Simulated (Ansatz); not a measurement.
## Run report: AlH3ClF, geometry relaxation

System: AlH3ClF.
Method: RKS LDA/6-31G* (Ansatz 0.2.0).

The input holds or restrains some coordinates. It belongs to a series of runs on one base structure; here: pulled along the bonds that form and break, towards end B. Figures and captions count atoms from 1; the log counts them from 0 in places.

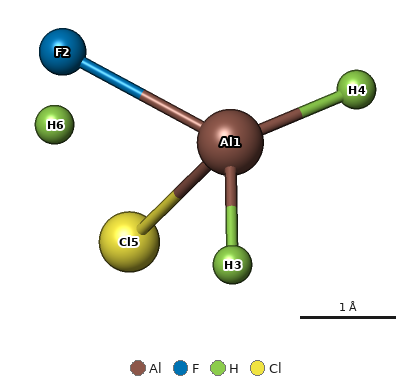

*The starting structure (ball-and-stick view, seen at a tilt; atoms are numbered from 1 in the order of the input). Sticks mark near contacts.*

The input
```yaml
crystal:
  periodic: [false, false, false]
  atoms:
    - { symbol: Al, position_ang: [0.0, 0.0, 0.0] }
    - { symbol: F, position_ang: [0.0, 0.0, 2.04] }
    - { symbol: H, position_ang: [1.351, 0.0, -0.78] }
    - { symbol: H, position_ang: [-1.351, 0.0, -0.78] }
    - { symbol: Cl, position_ang: [0.1058, -2.3986, 0.7978] }
    - { symbol: H, position_ang: [0.053, -1.2022, 1.9224] }
basis:
  gaussian: { orbitals: "6-31G*" }
hamiltonian:
  xc: lda
relax:
  f_tol: 0.15
  max_steps: 25
  restrain:
    - { distance: [0, 4], at: 2.23, k: 30.0 }
    - { distance: [5, 1], at: 0.92, k: 30.0 }
    - { distance: [0, 1], at: 2.89, k: 30.0 }
    - { distance: [5, 4], at: 2.57, k: 30.0 }
output:
  orbitals: {}
```

Run as:
```bash
ansatz run input.yaml --threads 1 --pin off --max-ram 2048MiB --backend cpu --events-out ev --progress --plain --runs-dir out
```

The program's output
```
The last accepted step is kept in [file] (removed where the run ends without a failure and the disk answers)
Engine: ansatz 0.2.0, aarch64-unknown-linux-gnu
Functional definition: SPW92
  exchange = slater_x
  correlation = pw_c
699 factors; their error is unknown
mean field evaluation 1: about -21796.3509 eV, gradient 2.7e1 eV
mean field evaluation 2: about -21794.0967 eV, gradient 4.9e1 eV
mean field evaluation 4: about -21797.9297 eV, gradient 2.6e0 eV
mean field evaluation 8: about -21797.9493 eV, gradient 2.1e-2 eV
mean field -21797.92643318 eV, -801.0590212541 hartree, gradient 7.9e-5 eV, S^2 0.000000; 0 other end points of the search recorded, 0 dependent functions left out
the calculation of the forces begins
reference -21797.92647336 eV, -801.0590227306 hartree; 21, 21 occupied and 38, 38 virtual orbitals, 699 factors
relax step   1: F+E_penalty+E_count = -21797.92643318 eV  Δ(F+E_penalty+E_count) = +0.000e0 eV  max|allowed force component| = 1.973e0 eV/Å  E_restraint = 26.33599328 eV  max|allowed force component, restraints' pulls added| = 2.942e1 eV/Å  Δτ_max = 0.0000 Å  (23 SCF iters, accepted)
  distance Al 0 - Cl 4 = 2.5300 Å
  distance H 5 - F 1 = 1.2091 Å
  distance Al 0 - F 1 = 2.0400 Å
  distance H 5 - Cl 4 = 1.6428 Å
these checks for a lower state are left out or cut short: starts, cluster_reference, orbital_swaps, neighbouring_geometries, increment
699 factors; their error is unknown
mean field evaluation 16: about -21797.0968 eV, gradient 1.2e1 eV
mean field -21797.72038954 eV, -801.0514492901 hartree, gradient 1.9e-5 eV, S^2 0.000000; 0 other end points of the search recorded, 0 dependent functions left out
the calculation of the forces begins
reference -21797.72042973 eV, -801.0514507670 hartree; 21, 21 occupied and 38, 38 virtual orbitals, 699 factors
relax step   2: F+E_penalty+E_count = -21797.72038954 eV  Δ(F+E_penalty+E_count) = +2.060e-1 eV  max|allowed force component| = 2.437e0 eV/Å  E_restraint = 11.30046943 eV  max|allowed force component, restraints' pulls added| = 1.769e1 eV/Å  Δτ_max = 0.1949 Å  (30 SCF iters, accepted)
  distance Al 0 - Cl 4 = 2.4522 Å
  distance H 5 - F 1 = 1.0611 Å
  distance Al 0 - F 1 = 2.3121 Å
  distance H 5 - Cl 4 = 1.9784 Å
these checks for a lower state are left out or cut short: starts, cluster_reference, orbital_swaps, neighbouring_geometries, increment
699 factors; their error is unknown
mean field -21797.64884075 eV, -801.0488199204 hartree, gradient 8.5e-6 eV, S^2 0.000000; 0 other end points of the search recorded, 0 dependent functions left out
the calculation of the forces begins
reference -21797.64888081 eV, -801.0488213926 hartree; 21, 21 occupied and 38, 38 virtual orbitals, 699 factors
relax step   3: F+E_penalty+E_count = -21797.64884075 eV  Δ(F+E_penalty+E_count) = +7.155e-2 eV  max|allowed force component| = 2.515e0 eV/Å  E_restraint = 2.62251140 eV  max|allowed force component, restraints' pulls added| = 7.973e0 eV/Å  Δτ_max = 0.1947 Å  (30 SCF iters, accepted)
  distance Al 0 - Cl 4 = 2.3381 Å
  distance H 5 - F 1 = 0.9269 Å
  distance Al 0 - F 1 = 2.5938 Å
  distance H 5 - Cl 4 = 2.2955 Å
these checks for a lower state are left out or cut short: starts, cluster_reference, orbital_swaps, neighbouring_geometries, increment
699 factors; their error is unknown
mean field evaluation 32: about -21797.6650 eV, gradient 5.6e0 eV
mean field -21797.79889579 eV, -801.0543343416 hartree, gradient 7.6e-6 eV, S^2 0.000000; 0 other end points of the search recorded, 0 dependent functions left out
the calculation of the forces begins
reference -21797.79893549 eV, -801.0543358005 hartree; 21, 21 occupied and 38, 38 virtual orbitals, 699 factors
relax step   4: F+E_penalty+E_count = -21797.79889579 eV  Δ(F+E_penalty+E_count) = -1.501e-1 eV  max|allowed force component| = 1.826e0 eV/Å  E_restraint = 0.07233668 eV  max|allowed force component, restraints' pulls added| = 1.642e0 eV/Å  Δτ_max = 0.1945 Å  (27 SCF iters, accepted)
  distance Al 0 - Cl 4 = 2.2127 Å
  distance H 5 - F 1 = 0.9240 Å
  distance Al 0 - F 1 = 2.8342 Å
  distance H 5 - Cl 4 = 2.5327 Å
these checks for a lower state are left out or cut short: starts, cluster_reference, orbital_swaps, neighbouring_geometries, increment
699 factors; their error is unknown
mean field -21797.80832078 eV, -801.0546807034 hartree, gradient 2.4e-5 eV, S^2 0.000000; 0 other end points of the search recorded, 0 dependent functions left out
the calculation of the forces begins
reference -21797.80835985 eV, -801.0546821391 hartree; 21, 21 occupied and 38, 38 virtual orbitals, 699 factors
relax step   5: F+E_penalty+E_count = -21797.80832078 eV  Δ(F+E_penalty+E_count) = -9.425e-3 eV  max|allowed force component| = 1.251e0 eV/Å  E_restraint = 0.02318075 eV  max|allowed force component, restraints' pulls added| = 3.367e-1 eV/Å  Δτ_max = 0.1998 Å  (31 SCF iters, accepted)
  distance Al 0 - Cl 4 = 2.2082 Å
  distance H 5 - F 1 = 0.9403 Å
  distance Al 0 - F 1 = 2.8665 Å
  distance H 5 - Cl 4 = 2.5596 Å
these checks for a lower state are left out or cut short: starts, cluster_reference, orbital_swaps, neighbouring_geometries, increment
699 factors; their error is unknown
mean field -21797.84639513 eV, -801.0560799100 hartree, gradient 2.2e-5 eV, S^2 0.000000; 0 other end points of the search recorded, 0 dependent functions left out
the calculation of the forces begins
reference -21797.84643460 eV, -801.0560813606 hartree; 21, 21 occupied and 38, 38 virtual orbitals, 699 factors
relax step   6: F+E_penalty+E_count = -21797.84639513 eV  Δ(F+E_penalty+E_count) = -3.807e-2 eV  max|allowed force component| = 1.513e0 eV/Å  E_restraint = 0.08388051 eV  max|allowed force component, restraints' pulls added| = 3.262e0 eV/Å  Δτ_max = 0.1957 Å  (30 SCF iters, rejected (line search))
  distance Al 0 - Cl 4 = 2.2054 Å
  distance H 5 - F 1 = 0.9843 Å
  distance Al 0 - F 1 = 2.8613 Å
  distance H 5 - Cl 4 = 2.5650 Å
these checks for a lower state are left out or cut short: starts, cluster_reference, orbital_swaps, neighbouring_geometries, increment
699 factors; their error is unknown
mean field -21797.86846963 eV, -801.0568911329 hartree, gradient 1.3e-5 eV, S^2 0.000000; 0 other end points of the search recorded, 0 dependent functions left out
the calculation of the forces begins
reference -21797.86850883 eV, -801.0568925736 hartree; 21, 21 occupied and 38, 38 virtual orbitals, 699 factors
relax step   7: F+E_penalty+E_count = -21797.86846963 eV  Δ(F+E_penalty+E_count) = -6.015e-2 eV  max|allowed force component| = 1.074e0 eV/Å  E_restraint = 0.02646723 eV  max|allowed force component, restraints' pulls added| = 8.258e-2 eV/Å  Δτ_max = 0.0954 Å  (26 SCF iters, accepted)
  distance Al 0 - Cl 4 = 2.2027 Å
  distance H 5 - F 1 = 0.9409 Å
  distance Al 0 - F 1 = 2.8667 Å
  distance H 5 - Cl 4 = 2.5639 Å
699 factors; their error is unknown
mean field evaluation 64: about -21796.0469 eV, gradient 3.1e1 eV
```

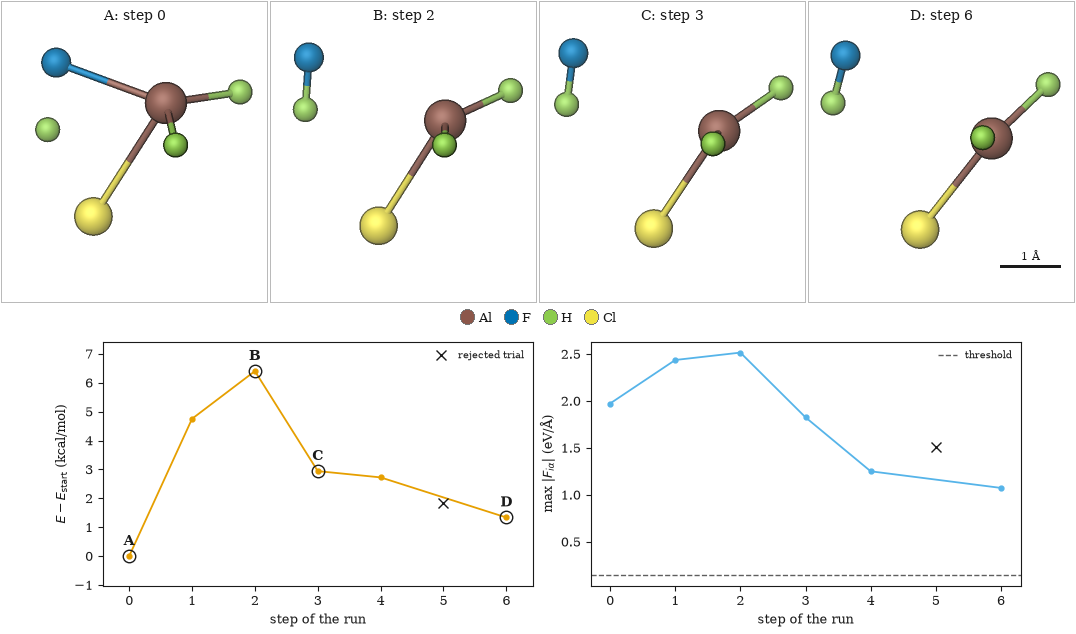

*Frames of the restrained relaxation (ball-and-stick view, seen at a tilt) above the curves, on which the letters mark them (the first geometry is step 0 here and step 1 in the log).*

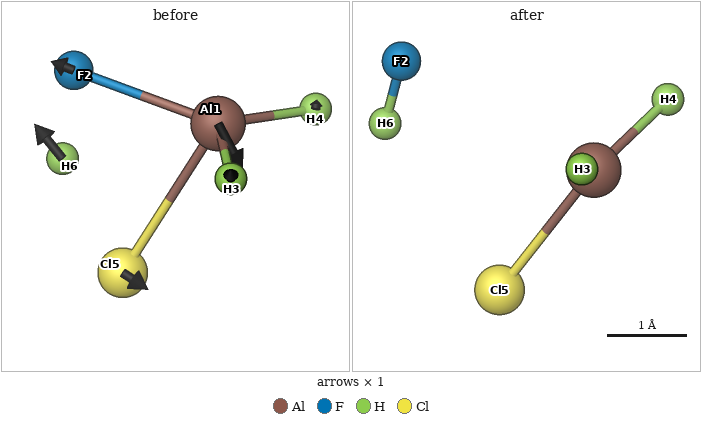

*Before (left) and after (right) the restrained relaxation, at one scale (ball-and-stick view, seen at a tilt). The black arrows give the displacements, at true length.*

The largest move after the best rigid fit is that of Al1, 0.67 Å. Largest moves by element: Al 0.67 Å, H 0.58 Å, Cl 0.40 Å, F 0.32 Å. Among the contacts that change: Al1–F2 2.040 → 2.867 Å, Al1–Cl5 2.530 → 2.203 Å, F2–H6 1.209 → 0.941 Å, Al1–H3 1.560 → 1.589 Å. New bonds form: F2–H6 (1.21 → 0.94 Å). Bonds break: Al1–F2 (2.04 → 2.87 Å). Among the angles that change: H3–Al1–Cl5 97.0° → 115.5°, H4–Al1–Cl5 101.2° → 115.9°, H3–Al1–H4 120.0° → 128.6°. After 6 geometry steps the energy has risen by 1.34 kcal/mol. Largest force component: 2 eV/Å at the start, 1.1 eV/Å at the end. The line search rejected the trial step at point 5 (counted from 0) and went back. (Atoms are counted from 1 in the order of the input.)

```
mean field -21797.86846963 eV, -801.0568911329 hartree, gradient 1.3e-5 eV, S^2 0.000000; 1 other end points of the search recorded, 0 dependent functions left out
the calculation of the forces begins
reference -21797.86850883 eV, -801.0568925736 hartree; 21, 21 occupied and 38, 38 virtual orbitals, 699 factors
Total energy: -21797.86850883 eV, -801.0568925736 hartree
Atom 0 at     0.026499    -0.486589    -0.462499 Å, force     0.045559    -0.541688     1.073537 eV/Å
Atom 1 at     0.041412     0.031380     2.356943 Å, force     0.008827     0.450424    -0.671266 eV/Å
Atom 2 at     1.439229     0.165120    -0.784413 Å, force     0.029121    -0.042808    -0.061981 eV/Å
Atom 3 at    -1.423705     0.099778    -0.745817 Å, force    -0.026533    -0.055861    -0.051166 eV/Å
Atom 4 at     0.092288    -2.504807     0.417444 Å, force    -0.051068     0.865585    -0.257363 eV/Å
Atom 5 at    -0.016923    -0.905683     2.418542 Å, force    -0.005906    -0.675652    -0.031761 eV/Å
Dipole moment:    -0.034501     0.072759    -0.072213 e Å
```

Trajectory as extended XYZ (Å, eV, eV/Å), 7 frames, from step=1 to step=7
```
6
Properties=species:S:1:pos:R:3:forces:R:3 step=1 energy=-21797.92643
Al    0.0000    0.0000    0.0000    0.0983  -1.9727   1.7413
F     0.0000    0.0000    2.0400    0.0338  -0.6515  -1.9043
H     1.3510    0.0000   -0.7800    0.5828   0.4997   0.1631
H    -1.3510    0.0000   -0.7800   -0.5994   0.4252   0.1909
Cl    0.1058   -2.3986    0.7978   -0.0946   1.1596   0.2653
H     0.0530   -1.2022    1.9224   -0.0209   0.5397  -0.4562
6
Properties=species:S:1:pos:R:3:forces:R:3 step=2 energy=-21797.72039
Al    0.0039   -0.1087   -0.1149    0.0434  -2.4365   1.7907
F     0.0003   -0.0059    2.1949    0.0689  -1.4580  -1.7713
H     1.3677    0.0056   -0.7855    1.0057   0.5896  -0.0948
H    -1.3667    0.0045   -0.7845   -0.9434   0.4941  -0.0218
Cl    0.1070   -2.4400    0.6388   -0.1270   1.7247   0.1112
H     0.0466   -1.0563    2.0515   -0.0475   1.0860  -0.0139
6
Properties=species:S:1:pos:R:3:forces:R:3 step=3 energy=-21797.64884
Al    0.0073   -0.2372   -0.2443   -0.0021  -2.5152   1.4573
F     0.0009   -0.0126    2.3397   -0.0846   1.9729  -0.8477
H     1.3913    0.0179   -0.7908    1.1550   0.6606  -0.2058
H    -1.3883    0.0147   -0.7880   -1.0362   0.5355  -0.1122
Cl    0.1065   -2.4560    0.4861   -0.1330   1.6467  -0.0659
H     0.0411   -0.9277    2.1975    0.1010  -2.3005  -0.2258
6
Properties=species:S:1:pos:R:3:forces:R:3 step=4 energy=-21797.79890
Al    0.0101   -0.3859   -0.3696    0.0471  -1.3028   0.7632
F    -0.0003    0.0330    2.4334   -0.0663   1.5145  -0.6949
H     1.4426    0.0603   -0.7957    0.3440   0.3706  -0.0193
H    -1.4344    0.0467   -0.7881   -0.3023   0.2647   0.0299
Cl    0.1011   -2.4687    0.3718   -0.1020   0.9787   0.0082
H     0.0398   -0.8862    2.3483    0.0796  -1.8258  -0.0871
6
Properties=species:S:1:pos:R:3:forces:R:3 step=5 energy=-21797.80832
Al    0.0272   -0.5479   -0.4853    0.1282  -0.1924   1.2508
F     0.1018    0.0426    2.3188    0.0368   0.4182  -0.6564
H     1.4140    0.2100   -0.7336   -0.0237  -0.2412  -0.1373
H    -1.4074    0.1275   -0.6894   -0.0016  -0.2403  -0.1068
Cl    0.1079   -2.5547    0.4325   -0.0877   0.9501  -0.3743
H    -0.0846   -0.8783    2.3571   -0.0521  -0.6945   0.0239
6
Properties=species:S:1:pos:R:3:forces:R:3 step=6 energy=-21797.84640 accepted=F
Al    0.0229   -0.4555   -0.4325   -0.0497  -0.8040   0.9879
F    -0.0636    0.0560    2.3814    0.3102  -1.5133  -0.6748
H     1.4465    0.1211   -0.7865    0.1671   0.1025  -0.0298
H    -1.4197    0.0924   -0.7600   -0.1437   0.0683  -0.0480
Cl    0.0714   -2.5007    0.3914   -0.0080   0.9142  -0.1360
H     0.1013   -0.9141    2.4065   -0.2760   1.2323  -0.0992
6
Properties=species:S:1:pos:R:3:forces:R:3 step=7 energy=-21797.86847
Al    0.0265   -0.4866   -0.4625    0.0456  -0.5417   1.0735
F     0.0414    0.0314    2.3569    0.0088   0.4504  -0.6713
H     1.4392    0.1651   -0.7844    0.0291  -0.0428  -0.0620
H    -1.4237    0.0998   -0.7458   -0.0265  -0.0559  -0.0512
Cl    0.0923   -2.5048    0.4174   -0.0511   0.8656  -0.2574
H    -0.0169   -0.9057    2.4185   -0.0059  -0.6757  -0.0318
```

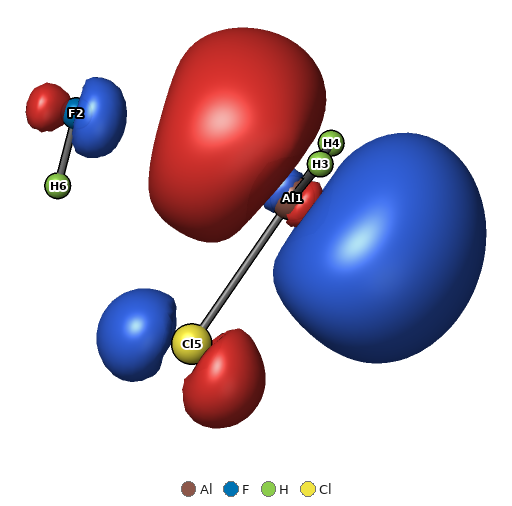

*One frontier orbital at ±0.1 Å⁻³ᐟ² (red and blue are the two phases), seen face on.*

The LUMO, at −2.42 eV. It lies mainly on Al1 (75 %) and Cl5 (10 %).

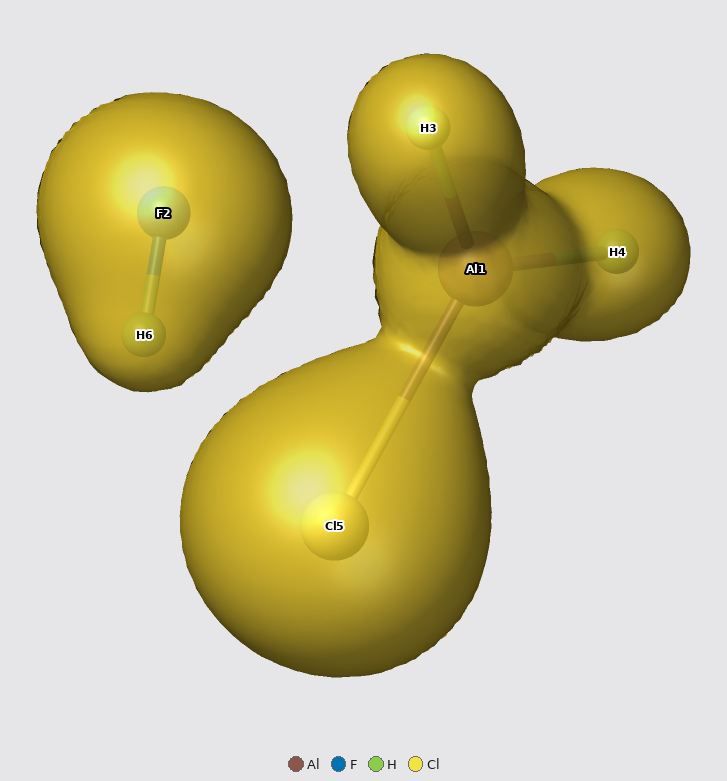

*Isosurface of the electron density at 0.3 e/Å³ (yellow), seen at a tilt.*

At this value the surface falls into two separate pieces. It is pinched off along the Al···F (2.87 Å) contacts. On the grid the lowest density along these lines, outside the cores, is 0.06 e/Å³ (Al···F, 2.87 Å), 0.41 e/Å³ (Al–Cl, 2.20 Å), 2.2 e/Å³ (F–H, 0.94 Å) and 0.54 e/Å³ (Al–H, 1.59 Å).

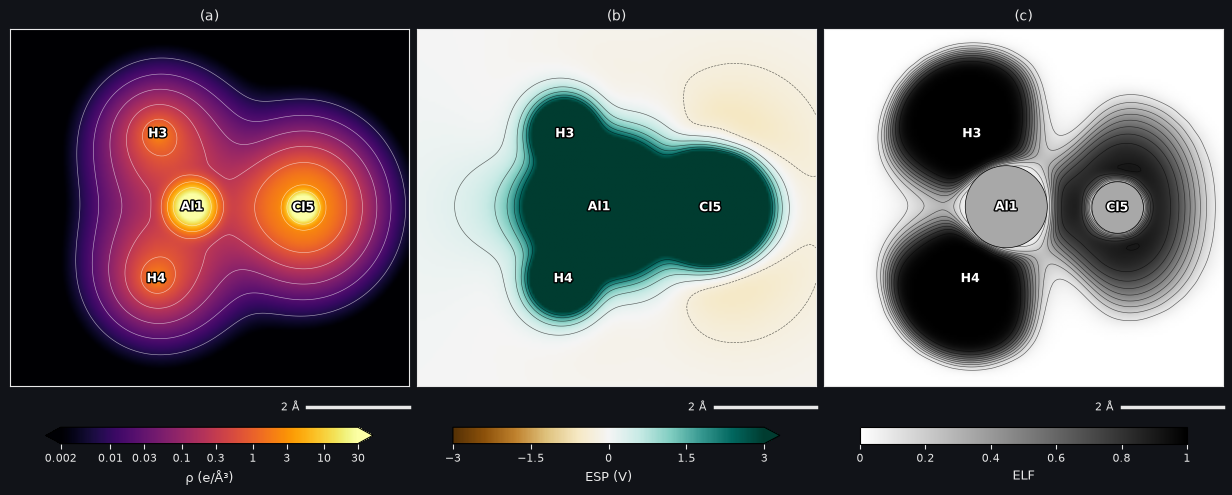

*(a) total electron density; (b) electrostatic potential; (c) electron localisation function on the plane of atoms H3, Al1 and H4. Grey discs, where drawn, cover atomic cores.*

Atoms in the plane: Al, H and Cl.

Key numbers

```json
{"quantity": "outcome", "value": "converged under the restraints of the input"}
{"quantity": "total energy", "value": "−21797.8685 eV"}
{"quantity": "mean-field energy", "value": "−21797.8685 eV"}
{"quantity": "largest force (length of the vector) at the end, held atoms and coordinates included", "value": "1.203 eV/Å"}
{"quantity": "hardware", "value": "1 thread of Arm Neoverse N1, 54 GiB of memory available, shared host"}
{"quantity": "wall time", "value": "15 s"}
{"quantity": "peak memory", "value": "0.12 GiB"}
```
